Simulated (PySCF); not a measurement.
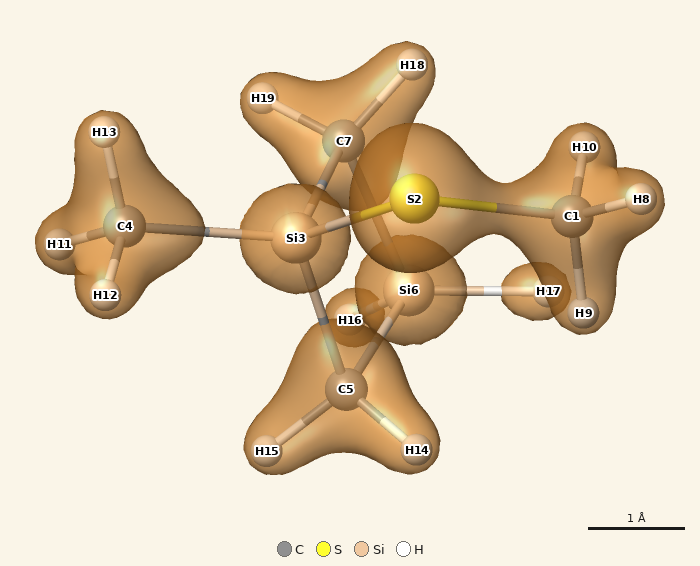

C$_{4}$H$_{12}$SSi$_{2}$ (SMILES CS[Si]1(C)C[SiH2]C1). Isosurface of the total electron density at 1 e/Å³ (orange), seen from one side.

Geometry: GFN2-xTB.

Computed with PBE0/pcSseg-1, SCF density, gas phase, non-relativistic (PySCF 2.14.0).

```xyz
19

C     2.4689   -0.5641    0.8026
S     1.8415    1.1426    0.7615
Si   -0.1663    0.7912    0.0309
C    -1.0075    2.4830   -0.0574
C    -1.0777   -0.6200    0.9688
Si   -0.9739   -1.7807   -0.5551
C    -0.2220   -0.3173   -1.5409
H     3.4901   -0.5148    1.1656
H     1.8639   -1.1602    1.4775
H     2.4481   -0.9869   -0.1963
H    -2.0225    2.3817   -0.4242
H    -1.0439    2.9512    0.9203
H    -0.4710    3.1500   -0.7234
H    -0.5943   -0.9849    1.8709
H    -2.0945   -0.3615    1.2511
H    -2.2618   -2.2604   -1.0535
H    -0.0396   -2.8937   -0.3698
H     0.7324   -0.5145   -2.0212
H    -0.8797    0.0687   -2.3149
```

Question: What does this surface tell about the bonding?

Answer: At this value the surface falls into eight separate pieces. It bridges the sampled C–S (1.82 Å) and C–H (1.08 Å) contacts, where the density stays above the isovalue. It is pinched off along the sampled C–Si (1.89 Å) and Si–S (2.17 Å) contacts. On the grid the lowest density along these lines, outside the cores, is 1.2 e/Å³ (C–S, 1.82 Å), 0.8 e/Å³ (C–Si, 1.89 Å), 0.64 e/Å³ (Si–S, 2.17 Å) and 1.9 e/Å³ (C–H, 1.08 Å).
